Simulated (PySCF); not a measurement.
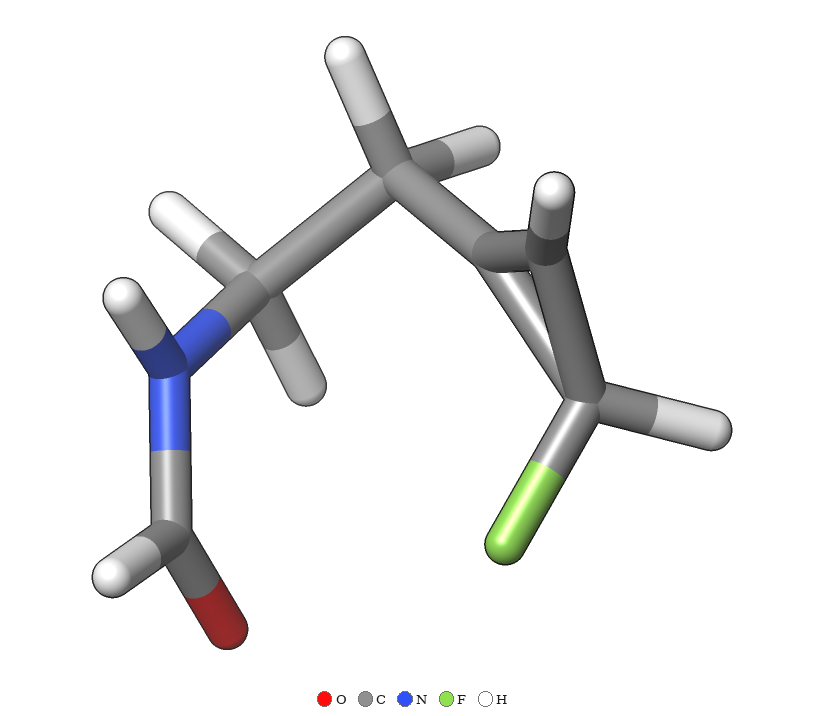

Geometry: an image of a reaction path computed with GFN2-xTB, not a minimum. Properties computed with PBE0/pcSseg-1, gas phase (PySCF 2.14.0).

What does the calculation give?

The species is C₆H₈FNO (`O=CNCCC1=C[C@H]1F`).
- dipole moment: 5.37 D
- HOMO energy (Kohn–Sham orbital): −7.29 eV
- LUMO energy (Kohn–Sham orbital): −0.16 eV
- HOMO–LUMO gap: 7.12 eV
